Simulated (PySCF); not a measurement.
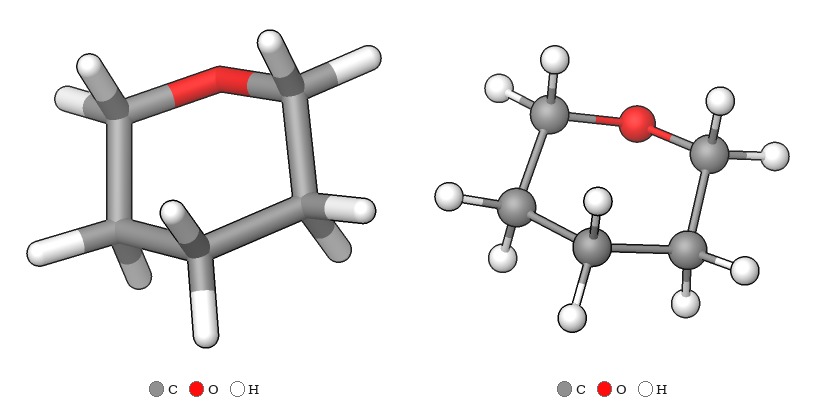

The same structure drawn twice, from different directions.

Computed geometry: PBE0-D3(BJ)/def2-SVP optimisation. No frequency run is at hand to confirm it as a minimum.

Description:

It has 16 atoms: 5 carbon, 10 hydrogen and 1 oxygen (C₅H₁₀O). SMILES: `C1CCOCC1`. Independent rings (smallest set): 1 of 6 members. Among its groups: ether. The point group is Cs. Coordination: 5 C tetrahedral; 1 O bent.

More results for the same structure follow; atom numbers are the same in all pictures, views and colours differ.

Levels of theory compared

No frequency run is at hand to confirm it as a minimum. Program: PySCF 2.14.0.

Compare HOMO–LUMO gap (eV) at these levels: HF/def2-SVPD; PBE0/IGLO-III; PBE0/aug-cc-pVDZ; PBE0/cc-pVDZ; PBE0/cc-pVTZ; PBE0/pcSseg-0.

```
           level  HOMO–LUMO gap (eV)
    HF/def2-SVPD               13.76
   PBE0/IGLO-III                8.04
PBE0/aug-cc-pVDZ                7.12
    PBE0/cc-pVDZ                8.89
    PBE0/cc-pVTZ                8.41
   PBE0/pcSseg-0                9.13
```

Ring current

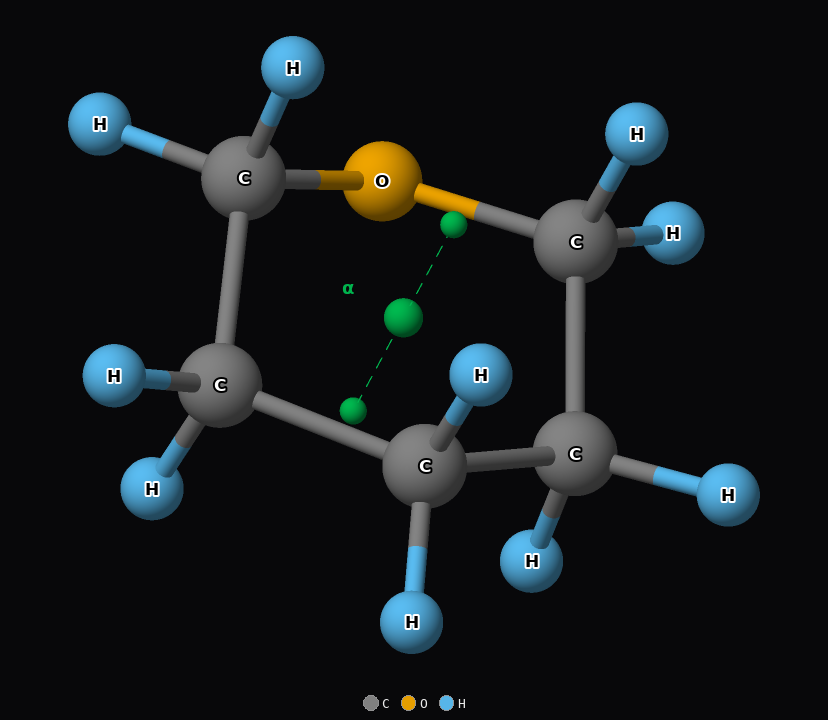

The small points mark where nucleus-independent chemical shifts (NICS) were computed: at the centre of each lettered ring and 1 Å above and below it. No frequency run is at hand to confirm it as a minimum. Level of theory: GIAO PBE0/aug-cc-pVDZ NMR shielding, non-relativistic, gas phase (PySCF 2.14.0).

Give NICS(0), NICS(1) and the out-of-plane component NICS(1)zz for each ring (means of the two sides).

```
ring  members  NICS(0)  NICS(1)  NICS(1)zz
   α      C5O     −1.5     −1.3        3.1
```

Values in ppm.

What do the values say about the ring currents?

Answer. Ring α: weak, as in a non-aromatic ring. NICS is one index among several.

Excitation

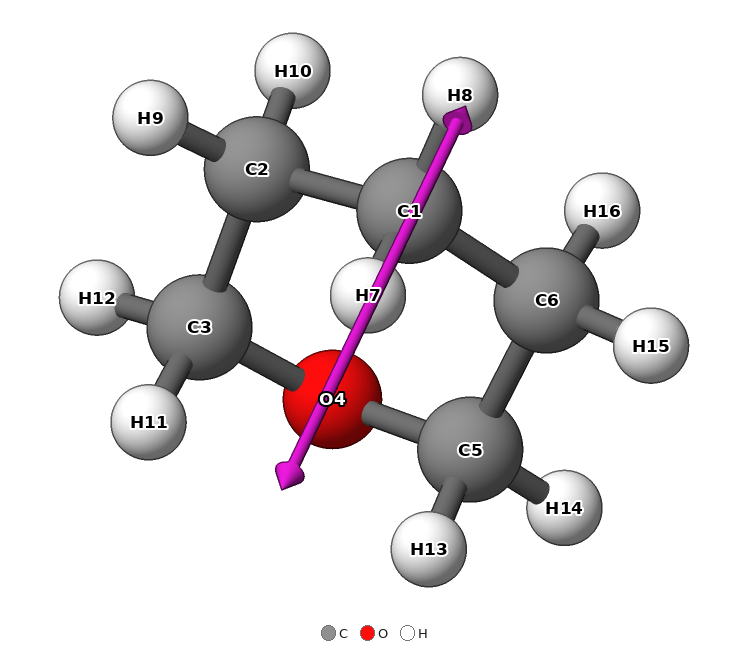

The double arrow shows the direction of the transition dipole to excited singlet state 2 (its length means nothing). No frequency run is at hand to confirm it as a minimum. Properties computed with TDDFT HF/def2-SVPD, vertical, gas phase, core orbitals frozen in the response (PySCF 2.14.0).

Where does the transition lie, and how strong is it?

Answer. 9.73 eV (127 nm), oscillator strength 0.073, of mixed character, with the largest part HOMO → LUMO+2 (weight 0.44); transition dipole 1.41 D.
